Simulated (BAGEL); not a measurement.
**HF/STO-3G (density fitting with qzvpp-jkfit) run of B2H4Cl2 (SMILES [BH2-]1[Cl+][BH2-][Cl+]1)**

Aim: the energy change on altering one bond length of B2H4Cl2 at HF/STO-3G (density fitting with qzvpp-jkfit), from 2 runs. 

The calculation is run with BAGEL 1.2.2.

2 further runs of the same task are left out: 2 that didn't finish. Runs told in other sessions of the task aren't counted.

## (1) The structure to begin with

B2H4Cl2 has 8 atoms, charge 0, and is taken as a singlet. SMILES: `[BH2-]1[Cl+][BH2-][Cl+]1`. Geometry: relaxed at GFN2-xTB.

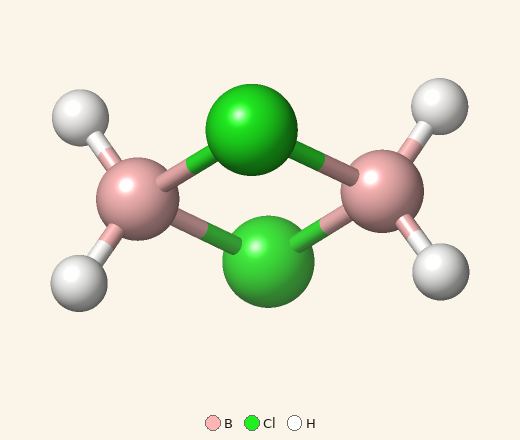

Viewed from a chosen angle; boron pink, chlorine green, hydrogen white.

## (2) The energy at HF/STO-3G (density fitting with qzvpp-jkfit)

File calc.json:

```json
{ "bagel" : [

{
  "title" : "molecule",
  "basis" : "sto-3g",
  "df_basis" : "qzvpp-jkfit",
  "angstrom" : true,
  "geometry" : [
    { "atom" : "B", "xyz" : [   -0.350670,    1.158840,   -0.443780 ] },
    { "atom" : "Cl", "xyz" : [   -1.121800,   -0.030220,    0.808250 ] },
    { "atom" : "B", "xyz" : [    0.351220,   -1.159670,    0.443610 ] },
    { "atom" : "Cl", "xyz" : [    1.114490,    0.023940,   -0.819690 ] },
    { "atom" : "H", "xyz" : [   -1.043100,    1.274870,   -1.389840 ] },
    { "atom" : "H", "xyz" : [    0.012300,    2.145660,    0.087030 ] },
    { "atom" : "H", "xyz" : [    1.043490,   -1.259540,    1.391870 ] },
    { "atom" : "H", "xyz" : [   -0.005930,   -2.153880,   -0.077460 ] }
  ]
},
{ "title" : "hf" },
{ "title" : "print", "file" : "orbitals.molden", "orbitals" : true }

]}
```

The run is started by

```sh
$ BAGEL_NUM_THREADS=1 BAGEL calc.json > calc.out
```

Standard output:

```text
* using 1 threads per process

  ===============================================================
  ===============================================================

  *** Geometry ***

  { "atom" : "B", "xyz" : [     -0.662670,      2.189890,     -0.838623 ] },
  { "atom" : "Cl", "xyz" : [     -2.119895,     -0.057108,      1.527371 ] },
  { "atom" : "B", "xyz" : [      0.663710,     -2.191459,      0.838301 ] },
  { "atom" : "Cl", "xyz" : [      2.106081,      0.045240,     -1.548990 ] },
  { "atom" : "H", "xyz" : [     -1.971173,      2.409155,     -2.626417 ] },
  { "atom" : "H", "xyz" : [      0.023244,      4.054710,      0.164463 ] },
  { "atom" : "H", "xyz" : [      1.971910,     -2.380186,      2.630253 ] },
  { "atom" : "H", "xyz" : [     -0.011206,     -4.070243,     -0.146378 ] },

  Number of auxiliary basis functions:      478

  Since a DF basis is specified, we compute 2- and 3-index integrals:
    o Being stored without compression. Storage requirement is 0.004 GB

  Number of basis functions:       32
  Number of electrons      :       48

    * METHOD: MOLECULE                             0.39

  *** RHF ***

  === Nuclear Repulsion ===
   196.8636397515

      * DIIS with orbital gradients will be used.

  === RHF iteration (sto-3g) ===
      0       -960.20251869          0.01263826           0.04
      1       -960.27307202          0.00267442           0.04
      2       -960.27633444          0.00074530           0.04
      3       -960.27664908          0.00006754           0.04
      4       -960.27665158          0.00000885           0.04
      5       -960.27665163          0.00000113           0.03
      6       -960.27665163          0.00000011           0.04
      7       -960.27665163          0.00000002           0.04
      8       -960.27665163          0.00000000           0.03
    * SCF iteration converged.

    * Permanent dipole moment:
           (   -0.001045,     0.002442,    -0.000283) a.u.

    * METHOD: HF                                   0.53

    * METHOD: PRINT                                0.00

  ===============================================================
```

It took 1.2 s on 1 thread of Intel Xeon Platinum 8259CL at 2.50GHz (Skylake/Cascade Lake), shared host; peak memory 0.082 GiB.

## (3) The distorted shape, same level

File hf.json:

```json
{ "bagel" : [

{
  "title" : "molecule",
  "basis" : "sto-3g",
  "df_basis" : "qzvpp-jkfit",
  "angstrom" : "true",
  "geometry" : [
    { "atom" : "B", "xyz" : [      -0.142969,       1.124036,      -0.160000 ] },
    { "atom" : "Cl", "xyz" : [      -0.914099,      -0.065024,       1.092030 ] },
    { "atom" : "B", "xyz" : [       0.558921,      -1.194474,       0.727390 ] },
    { "atom" : "Cl", "xyz" : [       1.322191,      -0.010864,      -0.535910 ] },
    { "atom" : "H", "xyz" : [      -1.043100,       1.274870,      -1.389840 ] },
    { "atom" : "H", "xyz" : [       0.220001,       2.110856,       0.370810 ] },
    { "atom" : "H", "xyz" : [       1.251191,      -1.294344,       1.675650 ] },
    { "atom" : "H", "xyz" : [       0.201771,      -2.188684,       0.206320 ] }
  ]
},

{
  "title" : "hf"
},

{
  "title" : "print",
  "file" : "orbitals.molden",
  "orbitals" : "true"
}

]}
```

The run is started by

```sh
$ BAGEL_NUM_THREADS=1 BAGEL hf.json > hf.out
```

Standard output:

```text
* using 1 threads per process

  ===============================================================
  ===============================================================

  *** Geometry ***

  { "atom" : "B", "xyz" : [     -0.270172,      2.124120,     -0.302356 ] },
  { "atom" : "Cl", "xyz" : [     -1.727397,     -0.122878,      2.063638 ] },
  { "atom" : "B", "xyz" : [      1.056208,     -2.257229,      1.374568 ] },
  { "atom" : "Cl", "xyz" : [      2.498579,     -0.020530,     -1.012723 ] },
  { "atom" : "H", "xyz" : [     -1.971173,      2.409155,     -2.626417 ] },
  { "atom" : "H", "xyz" : [      0.415742,      3.988940,      0.700729 ] },
  { "atom" : "H", "xyz" : [      2.364408,     -2.445956,      3.166520 ] },
  { "atom" : "H", "xyz" : [      0.381292,     -4.136013,      0.389888 ] },

  Number of auxiliary basis functions:      478

  Since a DF basis is specified, we compute 2- and 3-index integrals:
    o Being stored without compression. Storage requirement is 0.004 GB

  Number of basis functions:       32
  Number of electrons      :       48

    * METHOD: MOLECULE                             0.31

  *** RHF ***

  === Nuclear Repulsion ===
   195.5732751088

      * DIIS with orbital gradients will be used.

  === RHF iteration (sto-3g) ===
      0       -960.13140440          0.01412052           0.03
      1       -960.21372860          0.00322987           0.03
      2       -960.21808666          0.00089128           0.03
      3       -960.21853085          0.00008514           0.03
      4       -960.21853493          0.00001749           0.03
      5       -960.21853513          0.00000307           0.03
      6       -960.21853513          0.00000066           0.03
      7       -960.21853513          0.00000007           0.03
      8       -960.21853513          0.00000002           0.03
      9       -960.21853513          0.00000001           0.03
    * SCF iteration converged.

    * Permanent dipole moment:
           (   -0.052544,     0.030891,    -0.070055) a.u.

    * METHOD: HF                                   0.38

    * METHOD: PRINT                                0.00

  ===============================================================
```

It took 0.99 s on 1 thread of Intel Xeon Platinum 8259CL at 2.50GHz (Skylake/Cascade Lake), shared host; peak memory 0.082 GiB.

## (4) Summary of results

Level: HF/STO-3G (density fitting with qzvpp-jkfit).

```
                                                         quantity          value
                                        first shape: total energy  -960.27665 Eh
                                       first shape: dipole moment         0.01 D
                                         first shape: HOMO energy      -10.77 eV
                                         first shape: LUMO energy        8.55 eV
                                       first shape: HOMO–LUMO gap       19.32 eV
                                    distorted shape: total energy  -960.21854 Eh
                                   distorted shape: dipole moment         0.24 D
                                     distorted shape: HOMO energy      -10.07 eV
                                     distorted shape: LUMO energy        8.46 eV
                                   distorted shape: HOMO–LUMO gap       18.53 eV
energy change with the B1–H5 bond stretched from 1.178 to 1.532 Å       1.581 eV
```

With the B1–H5 bond stretched from 1.178 to 1.532 Å the energy rises by 1.58 eV (153 kJ/mol). The first shape isn't relaxed at this level, so the change isn't measured from a minimum. The minimal basis adds a large error of its own.
